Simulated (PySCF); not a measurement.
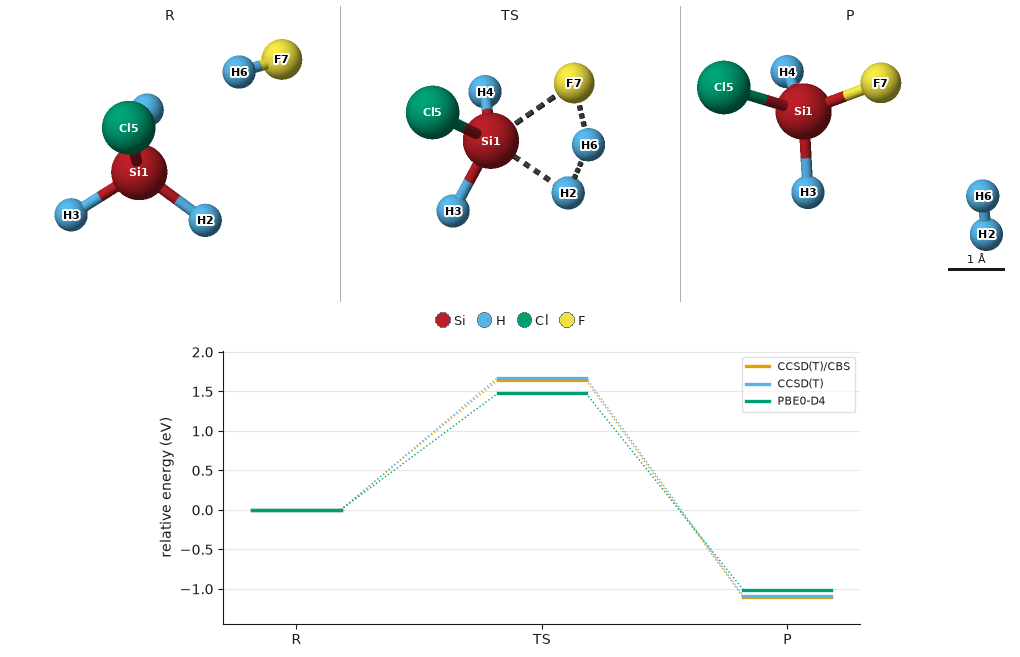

A reaction step of SiH4ClF, with its energy diagram. A ball-and-stick model, seen from a free direction. Dashed sticks mark bonds that form or break.

Stationary points at PBE0-D4/def2-TZVP, single-point energies with CCSD(T)/CBS, CCSD(T), PBE0-D4 (def2-TZVPP where no basis is named; PySCF 2.14.0). The energies are electronic, without zero-point or thermal terms, and both ends are the minima reached downhill from the saddle, with any fragments still in contact. CCSD(T)/CBS stands for a frozen-core estimate: MP2 correlation extrapolated from def2-TZVPP and def2-QZVPP, CCSD(T) minus MP2 from the smaller set.

Q: What happens, and what does it cost?

A: Counted by bonded pieces, R holds HF + SiH₃Cl and P holds H₂ + SiH₂ClF. From R over the saddle to P, bonds form: Si1–F7 (3.49 → 1.93 → 1.59 Å), H2–H6 (3.20 → 1.00 → 0.75 Å). Bonds break: Si1–H2 (1.48 → 1.69 → 4.00 Å), H6–F7 (0.93 → 1.18 → 2.83 Å). The saddle has one imaginary mode, 1138i cm⁻¹. With CCSD(T)/CBS the barrier is 1.64 eV from R and 2.75 eV from P, and P lies 1.11 eV below R.

```
      level  barrier from R (eV)  barrier from P (eV)  P less R (eV)
CCSD(T)/CBS                 1.64                 2.75          −1.11
    CCSD(T)                 1.68                 2.76          −1.08
    PBE0-D4                 1.48                 2.48          −1.01
```

Against CCSD(T)/CBS, CCSD(T) comes closest on the barrier from R (+0.03 eV) and PBE0-D4 misses most (−0.17 eV).

Limits of the set-up: the start holds two separate molecules, 2.3 Å apart at their closest, whose relative position is a soft coordinate.
